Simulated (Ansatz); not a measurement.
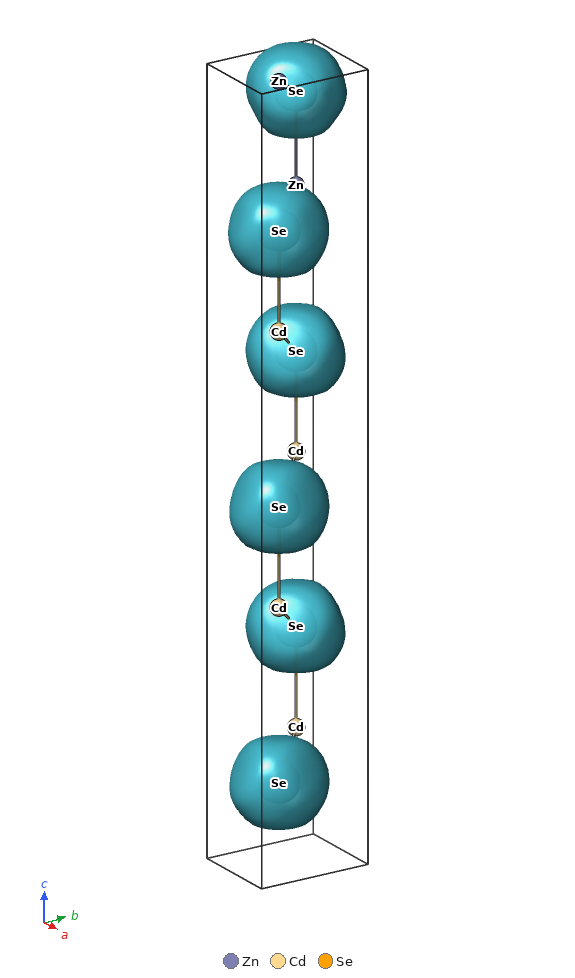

Figure 1: ZnCd₂Se₃. Isosurface of the electron localisation function at 0.65 (cyan), seen slightly off an axis. Core shells and regions of very low density are left out. Sticks mark near contacts.

Space group P3m1; a structure generated by program, which may or may not match a known phase.

The calculation used Ansatz, DFT PBE, scalar-relativistic, plane waves, PAW.

Core electrons are frozen (PAW), and the valence fields are smoothed inside the atomic spheres.

**Identify the bonds, lone pairs and shells in this picture.**

The surface consists of six regions wrapped around Se (the valence shell of each), counted in one cell of 12 atoms. Any copies at cell faces, edges or corners count once. Along the contacts the grid gives the following. Zn–Se (2.49 Å): the ELF is about 0.60 at the midpoint. Cd–Se (2.65 Å): the ELF is about 0.40 at the midpoint.
